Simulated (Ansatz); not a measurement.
# Single-point calculation, with input and output: Si₂H₇ClO

- system: Si₂H₇ClO
- method: RKS PBE0-D4/def2-TZVPP (Ansatz 0.2.0)

The geometry is the product side of a reaction. The reaction was set up to form Si1–Cl8 and H2–H7 and to break Si1–H2 and H7–Cl8 (atoms counted from 1 in the order of the input); sticks are drawn by distance alone. The geometry comes from this level: PBE0-D4/def2-TZVP.

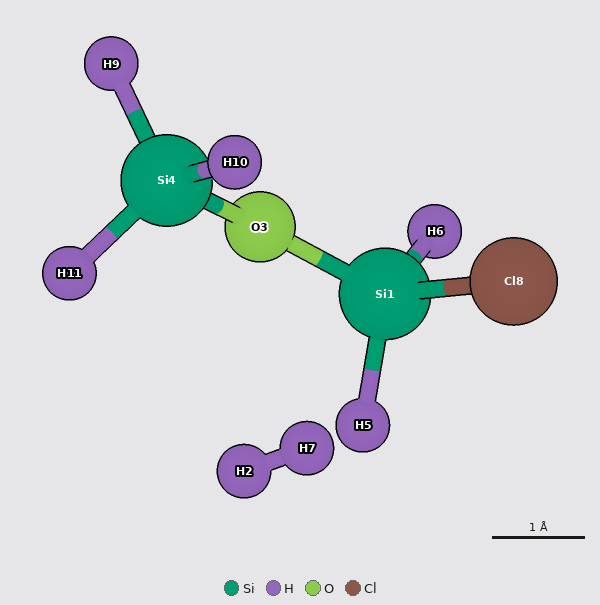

Fig. 1: The input geometry (ball-and-stick view, seen at a tilt; atoms are numbered from 1 in the order of the input). Bond lengths as drawn: Cl–Si 2.05 Å, H–H 0.75 Å, H–Si 1.48 Å and O–Si 1.62 to 1.64 Å.

## Input file
```yaml
crystal:
  periodic: [false, false, false]
  atoms:
    - {symbol: Si, position_ang: [-1.254932, 0.994735, 0.543133]}
    - {symbol: H, position_ang: [1.265731, 0.844187, -2.107652]}
    - {symbol: O, position_ang: [-0.728400, -0.528080, 0.410826]}
    - {symbol: Si, position_ang: [0.499327, -1.599449, 0.216576]}
    - {symbol: H, position_ang: [-1.626037, 1.528696, -0.784434]}
    - {symbol: H, position_ang: [-2.384127, 1.033851, 1.494280]}
    - {symbol: H, position_ang: [1.430807, 1.304416, -1.542936]}
    - {symbol: Cl, position_ang: [0.231113, 2.197723, 1.292800]}
    - {symbol: H, position_ang: [0.180288, -2.809839, 1.011172]}
    - {symbol: H, position_ang: [1.775486, -1.005219, 0.684698]}
    - {symbol: H, position_ang: [0.610643, -1.960920, -1.218563]}
basis:
  gaussian: {orbitals: def2-TZVPP}
hamiltonian: {xc: pbe0, dispersion: d4}
output: {orbitals: {seedname: orbitals}}
```

Hardware: 4 threads of AMD EPYC, 180 GiB of memory available, shared host.

Command:
```bash
ansatz run in.yaml --threads 4 --pin off --events-out ev --progress --plain --max-ram 9574MiB
```

## What the program printed
```
Functional definition: PBE0
  name "PBE0"
  cite "Adamo & Barone, J. Chem. Phys. 110, 6158 (1999) doi:10.1063/1.478522"
  cite "Perdew, Burke & Ernzerhof, Phys. Rev. Lett. 77, 3865 (1996) doi:10.1103/PhysRevLett.77.3865"
  parent pbe
  parameter a = 0.25
  parameter kappa = 0.804
  parameter beta = 0.06672455060314922
  exchange = (1 - a)*pbe_x(kappa = kappa, mu = beta*pi^2/3) + a*exact_x
  correlation = pbe_c(beta = beta)
1471 factors; their error is unknown
mean field evaluation 1: about -30426.1834 eV, gradient 5.2e1 eV
mean field evaluation 2: about -30416.7516 eV, gradient 8.8e1 eV
mean field evaluation 4: about -30430.4874 eV, gradient 2.2e0 eV
mean field evaluation 8: about -30430.4964 eV, gradient 2.6e-2 eV
mean field -30430.56485168 eV, -1118.3026317214 hartree, gradient 6.6e-5 eV, S^2 0.000000; 0 other end points of the search recorded, 0 dependent functions left out
reference -30430.56488911 eV, -1118.3026330971 hartree; 30, 30 occupied and 225, 225 virtual orbitals, 1471 factors
Total energy: -30430.78267492 eV, -1118.3106365780 hartree
```

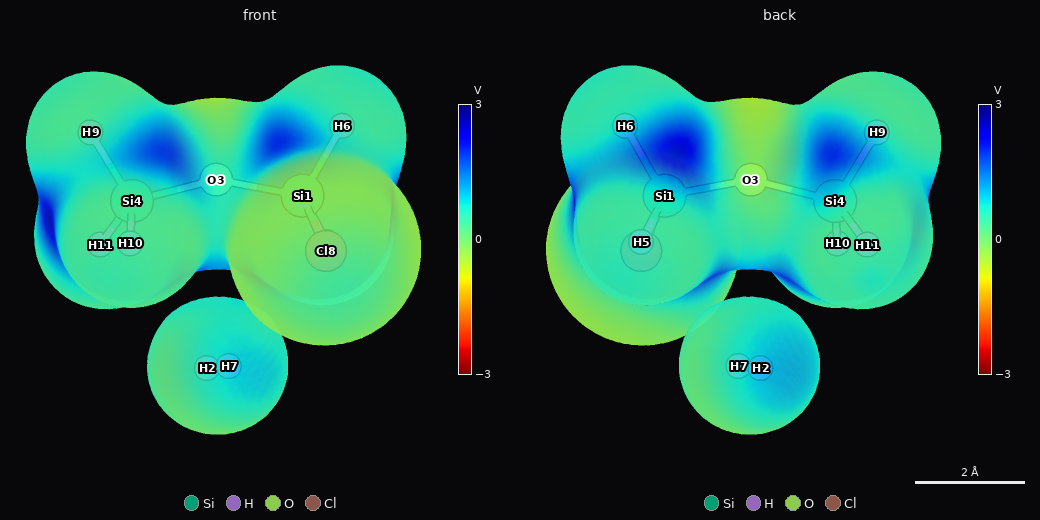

Fig. 2: The molecular electrostatic potential painted on the density surface at 0.004 e/bohr³, seen face on and from behind; the colour scale runs from red (negative) to blue (positive).

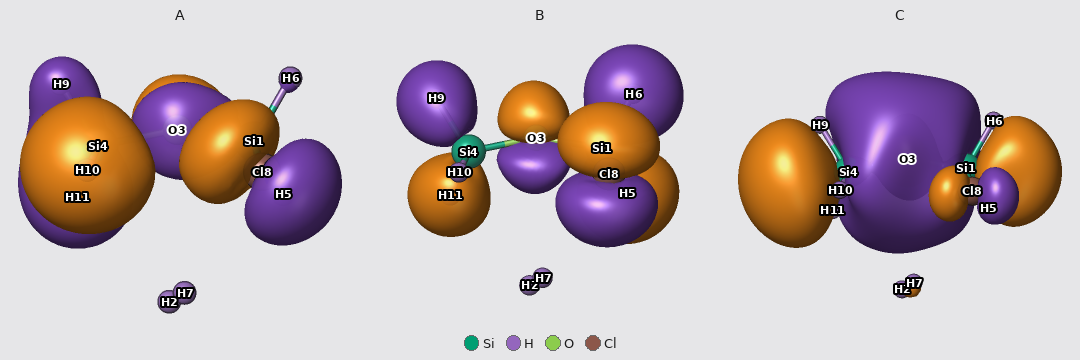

Fig. 3: Three frontier orbitals at ±0.06 Å⁻³ᐟ² (orange and purple are the two phases). A is the HOMO−1 (−9.24 eV). Its weight (Hirshfeld) is mainly on O3 (25 %), Cl8 (20 %), Si4 (20 %), H10 (20 %) and H11 (10 %). B is the HOMO (−8.76 eV). It lies mainly on Cl8 (25 %), Si1 (15 %), O3 (15 %), H5 (15 %) and H6 (10 %). C is the LUMO (−0.08 eV). By Hirshfeld shares it lies mainly on Si4 (40 %), Si1 (25 %) and O3 (10 %). The HOMO–LUMO gap is 8.68 eV between the orbital energies.

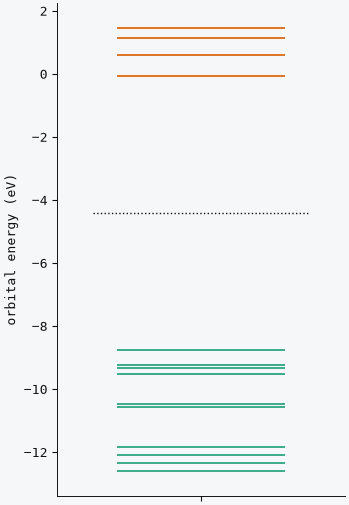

Fig. 4: Orbital energies near the frontier; the dotted line parts filled from empty levels, and levels within 0.02 eV of each other stand side by side. Highest filled −8.76 eV, lowest empty −0.08 eV, 8.68 eV apart.

## Results in brief

| quantity | value |
| --- | --- |
| outcome | converged |
| total energy | −30430.7827 eV |
| mean-field energy | −30430.5649 eV |
| dispersion energy | −0.2178 eV |
| SCF solution under orbital rotations | stable |
| HOMO | −8.76 eV |
| LUMO | −0.08 eV |
| wall time | 5.5 s (CPU time 18 s) |
| peak memory | 0.7 GiB |
